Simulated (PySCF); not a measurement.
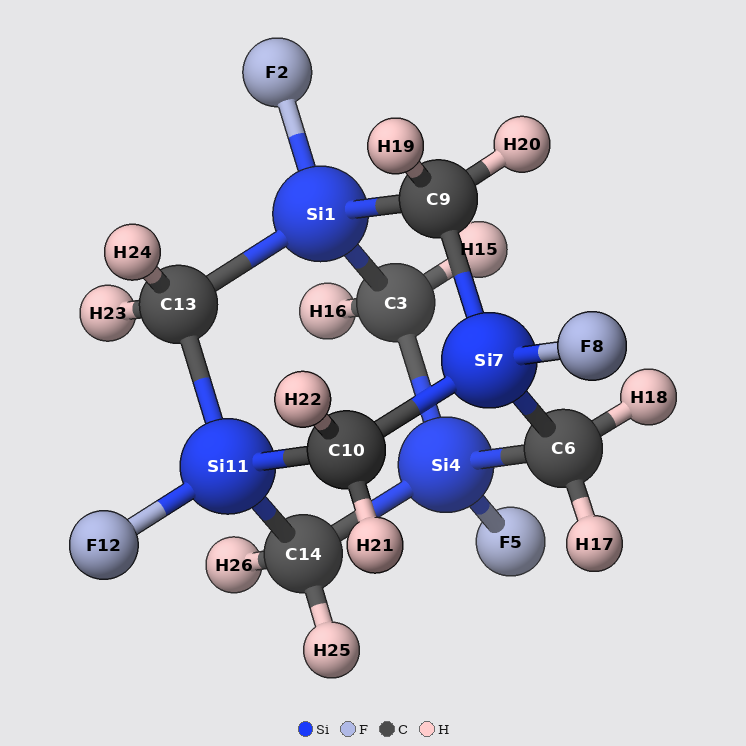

Computed geometry: PBE0-D3(BJ)/def2-SVP optimisation. No frequency run is at hand to confirm it as a minimum.

Give the bond lengths. Leave out bonds to hydrogen.

```json
{"bond": "Si1–F2", "length (Å)": "1.632", "order": "single"}
{"bond": "Si1–C3", "length (Å)": "1.870", "order": "single"}
{"bond": "Si1–C9", "length (Å)": "1.870", "order": "single"}
{"bond": "Si1–C13", "length (Å)": "1.871", "order": "single"}
{"bond": "C3–Si4", "length (Å)": "1.870", "order": "single"}
{"bond": "Si4–F5", "length (Å)": "1.633", "order": "single"}
{"bond": "Si4–C6", "length (Å)": "1.870", "order": "single"}
{"bond": "Si4–C14", "length (Å)": "1.870", "order": "single"}
{"bond": "C6–Si7", "length (Å)": "1.871", "order": "single"}
{"bond": "Si7–F8", "length (Å)": "1.632", "order": "single"}
{"bond": "Si7–C9", "length (Å)": "1.870", "order": "single"}
{"bond": "Si7–C10", "length (Å)": "1.870", "order": "single"}
{"bond": "C10–Si11", "length (Å)": "1.870", "order": "single"}
{"bond": "Si11–F12", "length (Å)": "1.632", "order": "single"}
{"bond": "Si11–C13", "length (Å)": "1.871", "order": "single"}
{"bond": "Si11–C14", "length (Å)": "1.870", "order": "single"}
```
